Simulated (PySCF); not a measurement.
SMILES [Al]([SiH3])([O]C)[OH] at its PBE0/def2-SVP optimised geometry (Å):

```
12

Al     0.1534     0.1248     0.0000
O      1.8555     0.1248     0.0000
H      2.4608    -0.6175     0.0040
O     -0.7687    -1.2948    -0.0012
C     -0.7367    -2.6787     0.0025
H     -1.3003    -3.0863    -0.8558
H      0.2904    -3.0885    -0.0524
H     -1.2034    -3.0815     0.9195
Si    -0.9723     2.2747     0.0000
H     -0.6116     3.0687     1.2186
H     -2.4608     2.1202    -0.0231
H     -0.5752     3.0885    -1.1938
```

Computed with PBE0/def2-TZVP in PySCF. Cells within 0.4 Å of a nucleus heavier than hydrogen are left out (blank, or x).

Map of the electron localisation function on the plane z = 0.0 Å:

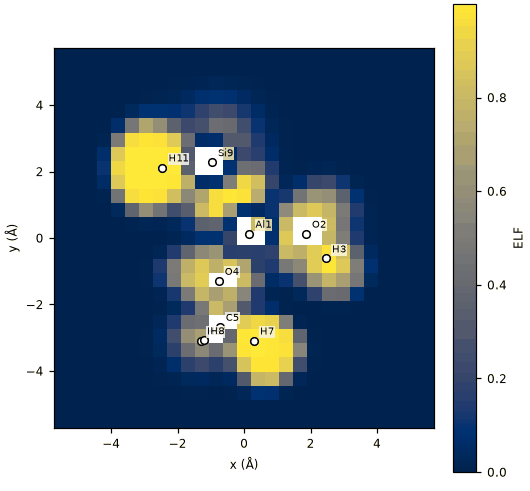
Electron localisation function on the plane z = 0.0 Å.
